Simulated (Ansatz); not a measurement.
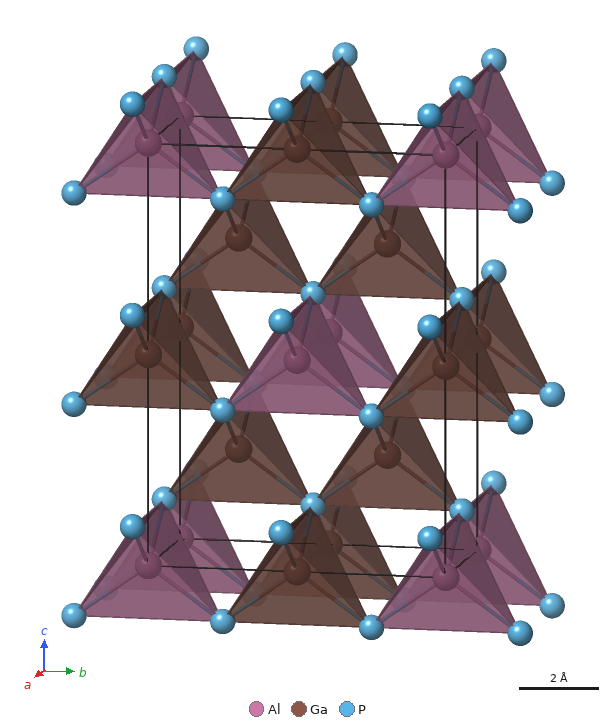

We look at a polyhedral model of the crystal slightly off an axis. One conventional unit cell is framed, with atoms on its boundary repeated. Some neighbours outside the box are added.

AlGa3P4, space group Amm2 (No. 38), a = 3.862 Å, b = 7.721 Å, c = 10.910 Å, α = 90.00°, β = 90.00°, γ = 90.00°. The cell started as a structure type filled with these elements by a generator (whether the compound takes this form wasn't checked). Earlier steps of the study, as a rule a relaxation of our own, may have changed the cell and positions, so they can lie some per cent off the listed ones. A calculation with Ansatz used it as input.

This one geometry was computed with Ansatz (DFT, plane waves, PAW) at five levels of theory: HSE06, PBE, PBE with spin-orbit coupling, r2SCAN and PBE0. It was relaxed beforehand with r2SCAN.

Which level gives the highest pressure at this volume, and what does that say about its equilibrium volume?

Answer. Highest: PBE (2.2 GPa) and PBE with spin-orbit coupling (2.2 GPa), which points to the largest equilibrium volume. Lowest, with the smallest volume: HSE06 (0.5 GPa), r2SCAN (0.0 GPa) and PBE0 (0.3 GPa). Levels within 0.5 GPa of each other can't be told apart.

How does the band gap change with the level of theory?

Answer. PBE with spin-orbit coupling: a gap of 1.55 eV, indirect; PBE: a gap of 1.57 eV, indirect; r2SCAN: a gap of 1.87 eV, indirect; HSE06: a gap of 2.26 eV, indirect; PBE0: a gap of 2.94 eV, indirect.

Collect the results in a table.

Answer.
| level | cutoff (eV) | k-mesh of the run's cell | gap (eV) | pressure (GPa) |
| --- | --- | --- | --- | --- |
| HSE06 | 420 | 4×2×2 | 2.26 | 0.5 |
| PBE | 420 | 6×4×4 | 1.57 | 2.2 |
| PBE with spin-orbit coupling | 420 | 6×4×4 | 1.55 | 2.2 |
| r2SCAN | 500 | 6×4×4 | 1.87 | 0.0 |
| PBE0 | 420 | 4×2×2 | 2.94 | 0.3 |

Gaps are taken on the k-mesh or band path of each run.
